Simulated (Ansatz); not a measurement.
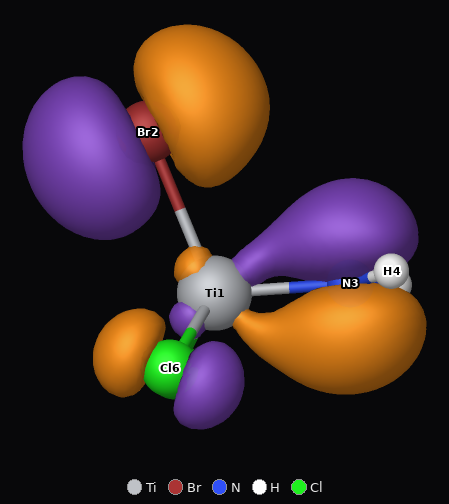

BrCl2H2NTi. The HOMO at ±0.1 Å⁻³ᐟ² (orange and purple are the two phases), seen from one side.

These are results of RKS PBE-D4/def2-SVP in Ansatz 0.2.0, not measurements.

```yaml
atoms:
  - { symbol: Ti, position_ang: [0.3632, 0.1726, 0.5331] }
  - { symbol: Br, position_ang: [2.4503, -0.8767, 0.1847] }
  - { symbol: N, position_ang: [-0.7347, -0.2323, -0.8908] }
  - { symbol: H, position_ang: [-1.2627, -1.1083, -0.9840] }
  - { symbol: Cl, position_ang: [0.6031, 2.3483, 0.5494] }
  - { symbol: Cl, position_ang: [-0.5718, -0.6623, 2.3306] }
  - { symbol: H, position_ang: [-0.8475, 0.3588, -1.7229] }
```

**Describe this orbital and give its energy.**

By Hirshfeld shares it lies mainly on Br2 (about 45 %), N3 (about 35 %) and Ti1 (about 10 %); largely a combination of lone pairs on Br2 and N3. Its energy is −6.71 eV.
